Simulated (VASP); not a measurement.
Band structure of LiH (relaxed from the zinc blende structure, space group F-43m). Method: r2SCAN meta-GGA, VASP's PBE PAW potentials (set 64) (plane waves; VASP 6.6.1).

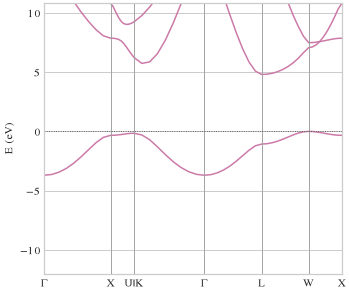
Fig. 1. Bands along high-symmetry lines, zero at the valence-band maximum or, without a gap, the Fermi level

Q: Read the plot: is there a gap, and where are the band edges?

A: The gap is indirect, 4.80 eV, from the valence maximum at W to the conduction minimum at L.

The structure was generated: LiH was put into the zinc blende type (F-43m), which need not be its known phase. It was relaxed first, which changed the volume by +58 %.
